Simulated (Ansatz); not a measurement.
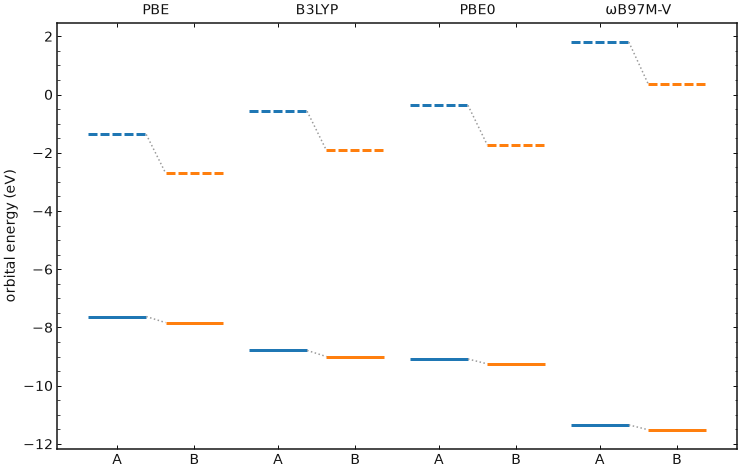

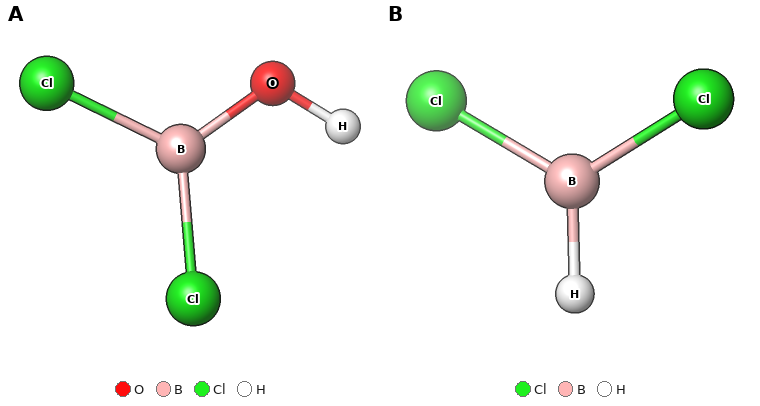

One change: A, BHOCl₂ (SMILES OB(Cl)Cl), becomes B, BHCl₂ (SMILES ClBCl). OH on B is replaced by H. HOMO (solid) and LUMO (dashed) computed in def2-TZVPP at PBE0-D4/def2-TZVP geometries, both minima by their frequencies, gas phase, the Ansatz code. Empty levels above zero depend strongly on the basis.

What does the change do to HOMO and LUMO?

PBE: the HOMO falls by 0.21 eV, the LUMO falls by 1.32 eV, and the separation goes from 6.26 to 5.14 eV. B3LYP: the HOMO falls by 0.21 eV, the LUMO falls by 1.34 eV, and the separation goes from 8.22 to 7.08 eV. PBE0: the HOMO falls by 0.17 eV, the LUMO falls by 1.36 eV, and the separation goes from 8.71 to 7.52 eV. ωB97M-V: the HOMO falls by 0.17 eV, the LUMO falls by 1.43 eV, and the separation goes from 13.15 to 11.88 eV.

Do the functionals agree on the effect?

They agree on the direction for both levels; the HOMO shift lies between −0.21 and −0.17 eV and the LUMO shift between −1.43 and −1.32 eV, while the separations themselves differ by up to 6.9 eV between functionals.
